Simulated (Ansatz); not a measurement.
A computed series for hypothetical simple cubic Ag: pressure series

Base system: Ag in the simple cubic structure (space group Pm-3m, No. 221; a hypothetical phase, not in the database extracts checked).

```
Ag
1.0
    2.75034     0.00000     0.00000
    0.00000     2.75034     0.00000
    0.00000     0.00000     2.75034
Ag
1
Direct
  0.00000   0.00000   0.00000
```

Cell and atoms are relaxed at each pressure.

Calculations: Ansatz (an electronic-structure program), PBE, PAW, cutoff 420 eV, no SOC.

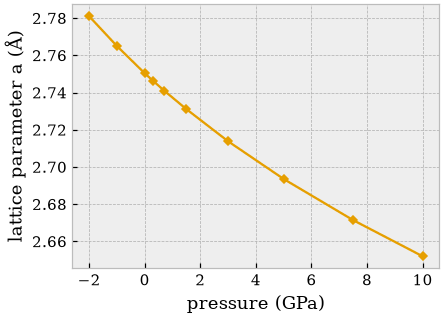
Figure. Lattice parameter a against pressure

```
pressure (GPa)  lattice parameter a
--------------  -------------------
-2                       5.255 bohr
-1                       5.225 bohr
0.3                      5.190 bohr
0.7                      5.180 bohr
1.5                      5.161 bohr
3                        5.128 bohr
5                        5.090 bohr
7.5                      5.048 bohr
10                       5.011 bohr
```

Load acts through the strain it causes; cell and atoms are relaxed under it. Stability against distortions was not tested. Competing high-pressure phases were not computed.
